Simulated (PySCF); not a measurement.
C₄H₆, SMILES [CH2][C]([CH2])[CH2], triplet at its PBE0/def2-SVP optimised geometry (Å):

```
10

C     -0.7960     1.2248     0.0000
C     -0.0887     0.0000     0.0000
C     -0.7960    -1.2247     0.0003
C      1.3256     0.0000     0.0000
H     -0.2664     2.1798    -0.0002
H     -1.8879     1.2434     0.0002
H     -0.2665    -2.1798     0.0004
H     -1.8880    -1.2433     0.0005
H      1.8880     0.9362    -0.0003
H      1.8878    -0.9363     0.0001
```

Level of theory: unrestricted PBE0/def2-TZVP (PySCF 2.14.0). Cells within 0.4 Å of a nucleus heavier than hydrogen are left out (blank, or x).

Map of the electrostatic potential (hartree/e), clipped to [-0.08, 0.12] on the plane z = 0.0 Å:

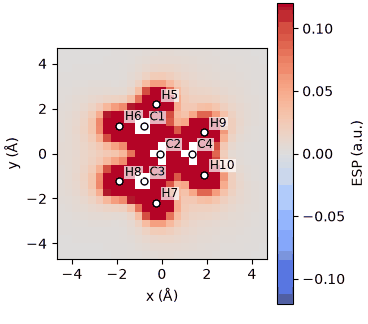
*Electrostatic potential (hartree/e), clipped to [-0.08, 0.12] on the plane z = 0.0 Å.*
